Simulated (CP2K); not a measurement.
Consider ethylamine at its PBE geometry (Å).

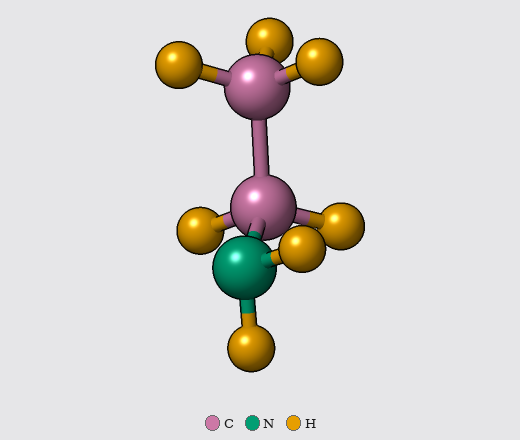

The molecule (carbon pink, nitrogen teal, hydrogen orange).

```xyz
10

C     1.0539    0.4726   -0.0231
C    -0.0855   -0.5317   -0.1592
N    -1.3896    0.1483   -0.0528
H     2.0287   -0.0248   -0.1208
H     0.9803    1.2553   -0.7901
H     1.0296    0.9629    0.9624
H     0.0519   -1.3414    0.5844
H    -0.0419   -1.0062   -1.1519
H    -2.1522   -0.5293   -0.1127
H    -1.4752    0.5943    0.8639
```

Method: CP2K XAS_TDP, all-electron GAPW, PBEh(45%), aug-cc-pVDZ, TDA, no relativity.

**Question.** Predict the bright core excitations at the N K edge.

Leading lines: N3 397.36 eV. The leading line of an atom is its first one with 35 % of the strongest within 2.5 eV of its lowest line over the strength cut. 

The first six lines of each atom with a strength over 0.0015:

```csv
atom,energy (eV),states,"strength, one atom"
N3 (bonded to C and 2 H),397.36,1,0.0097
,398.24,1,0.0221
,398.82,1,0.0025
,399.09,1,0.0018
,399.56,1,0.0045
,400.05,1,0.0050
```

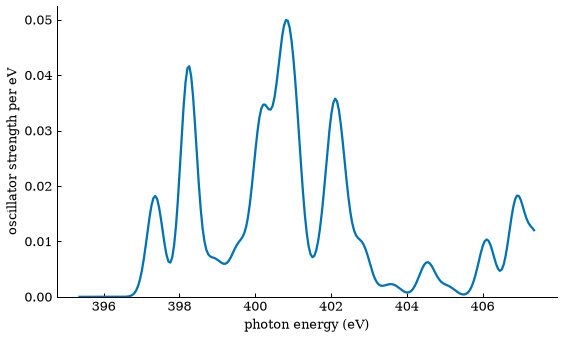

All atoms added, broadened by 0.5 eV.

Lines are vertical, at one geometry, with no vibrational structure. Without a correction of the core level, line positions, and the gaps between valence and Rydberg lines, follow the share of exact exchange. At this level such K lines come out 3 to 6 eV under measured ones. These values hold no scalar relativity, about 0.2 eV for N 1s. Rydberg lines, and the discretised continuum above threshold, depend on the basis and the box.

[Banner, clock and machine lines of the logs are left out without a mark of their own.]

[Logs are printed without paths, hosts, clocks, repeated set-up lines and the standing remarks that a program may print on its own settings, such as how far it seeks lower states.]

[Hosts, paths, dates, database ids (printed as entryN), source tags and the programs' standing remarks are cut or masked in the printed files.]
